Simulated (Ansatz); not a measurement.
One crystal and one scan (scan of one atom of the cell) at two levels, PBE (plane waves to 420 eV, PAW, scalar-relativistic; Ansatz, an electronic-structure program) and r2SCAN (plane waves to 500 eV, PAW, scalar-relativistic; Ansatz), each from its own relaxed cell and on its own mesh. The cell shown is that of PBE.

Starting cell, CsSnI3 (cubic perovskite):

```yaml
crystal:
  lattice:
    - [6.27122, 0.00000, 0.00000]
    - [0.00000, 6.27122, 0.00000]
    - [0.00000, 0.00000, 6.27122]
  atoms:
    - { symbol: Cs, position: [0.00000, 0.00000, 0.00000] }
    - { symbol: Sn, position: [0.50000, 0.50000, 0.50000] }
    - { symbol: I, position: [0.00000, 0.50000, 0.50000] }
    - { symbol: I, position: [0.50000, 0.50000, 0.00000] }
    - { symbol: I, position: [0.50000, 0.00000, 0.50000] }
```

In each cell atom 1 (Cs, nearest neighbour I at 4.434 Å; its periodic images, 6.3 Å or more away, move with it) moves by s·(0.577, 0.577, 0.577) (along Cartesian [111]), the rest being held.

Energies are smeared free energies. CsSnI3 was relaxed with its symmetry unable to fall. Spin-orbit coupling is left out, though I is heavy. The PAW data are Ansatz's earlier set. This is a high-temperature form of CsSnI3. (r2SCAN) On this mesh the relaxed cell isn't quite at rest: it carries a pressure of -0.1 GPa (compression positive) at the zero of the scan. Percentages come from the unrounded values.

```tsv
quantity	PBE	r2SCAN	PBE − r2SCAN
Lattice constant a (Å)	6.271	6.225	+0.046 (+0.7 %)
```

PBE gives the higher value for: lattice constant a. Both give the same shape of the curve: a single well with its minimum at or next to zero displacement. Neither level is exact: the differences show how much the result hangs on the functional.

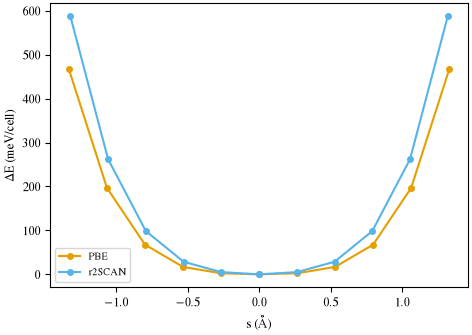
Fig. 1. ΔE, each from the undisplaced structure of its own level.

(A displaced cell: forces are minus the slopes of the energy, force constants its curvatures, and phonons follow from these.)
